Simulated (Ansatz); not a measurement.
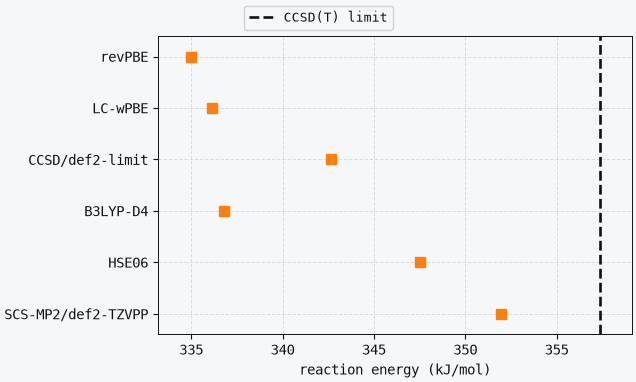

Electronic reaction energy of CH₅ClGe (Cl[CH2][GeH3]) → CH₅Ge ([CH2][GeH3]) [doublet] + Cl ([Cl]) [doublet] (SMILES in brackets) at several levels (functionals in def2-TZVPP unless a basis is named), isolated molecules at PBE0-D4 triple-zeta geometries, minima by their frequencies, no zero-point or thermal terms, the Ansatz code 0.2.0. The line is frozen-core CCSD(T) at the basis limit (MP2 extrapolated from triple and quadruple zeta, plus CCSD(T) less MP2 in a smaller set). No dispersion term is added to revPBE, LC-wPBE and HSE06. The distance of SCS-MP2/def2-TZVPP to the limit includes basis error. The limit lies 18.0 kJ/mol from CCSD(T)/def2-TZVPP, so the line itself is uncertain by a part of that.

Which level comes closest to the line (CCSD(T) limit), and which misses most?

Closest SCS-MP2/def2-TZVPP (351.9 kJ/mol), against 357.3 kJ/mol; farthest revPBE (335.0 kJ/mol).

What do zero-point energy and temperature add?

Zero-point change −16.1 kJ/mol; at 298.15 K and 1 bar the CCSD(T) limit plus thermal terms gives an enthalpy of reaction of 346.4 and a free energy of 300.6 kJ/mol (harmonic PBE0-D4 modes, ideal gas).

Caveats: no scalar relativity up to krypton; outer-core shells are correlated without core-valence functions, which makes the correlated values less sure.
